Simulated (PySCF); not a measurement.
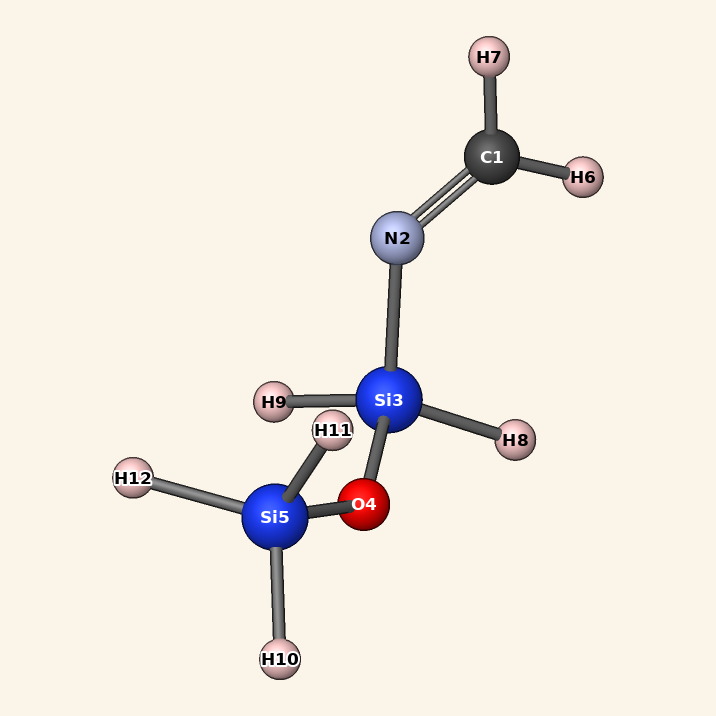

The questions are on isotropic NMR shieldings of the Si atoms. The computed structure is the end point of a PBE0-D3(BJ)/def2-SVP optimisation. No frequency run is at hand to confirm it as a minimum. Method: GIAO PBE0/cc-pVTZ NMR shielding, non-relativistic, gas phase (PySCF 2.14.0).

List the isotropic NMR shieldings of the Si atoms.

```csv
atom,σ (ppm)
Si3,376.6
Si5,392.6
```
